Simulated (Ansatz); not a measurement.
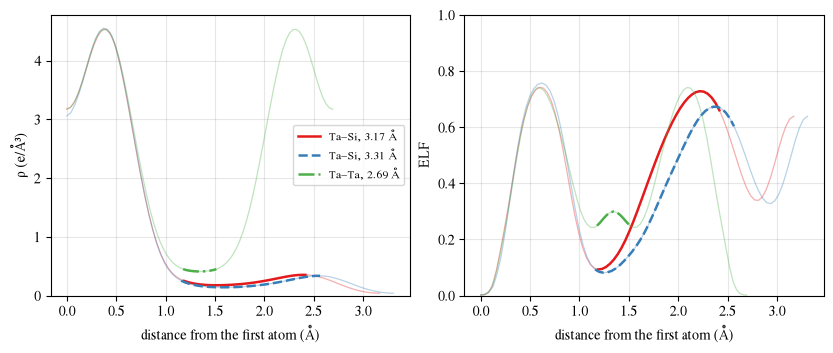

The picture shows: Ta5Si. Valence pseudo-density and electron localisation function along straight lines between neighbouring atoms. Thin, pale parts lie inside the atomic spheres.

Space group F-43m; a structure generated by program, which may or may not match a known phase; computed without spin polarisation.

These are results of DFT PBE, scalar-relativistic, plane waves, PAW in Ansatz 0.2.0, not measurements.

In a PAW calculation such maps are meaningful between the atoms, not at the nuclei.

Question: Compare the contacts.

Answer: Ta–Si (3.17 Å): ρ at the midpoint is about 0.18 e/Å³; the ELF peaks at about 0.75 in the valence shell of Si, 1.0 Å from its nucleus, and is about 0.30 at the midpoint.
Ta–Si (3.31 Å): ρ is about 0.14 e/Å³ halfway; the ELF peaks at about 0.65 in the valence shell of Si, 1.0 Å from its nucleus, and drops to about 0.10 between the two atoms.
Ta–Ta (2.69 Å): ρ at the midpoint is about 0.41 e/Å³; the ELF is about 0.30 at the midpoint; no shared electron pair shows on this line.
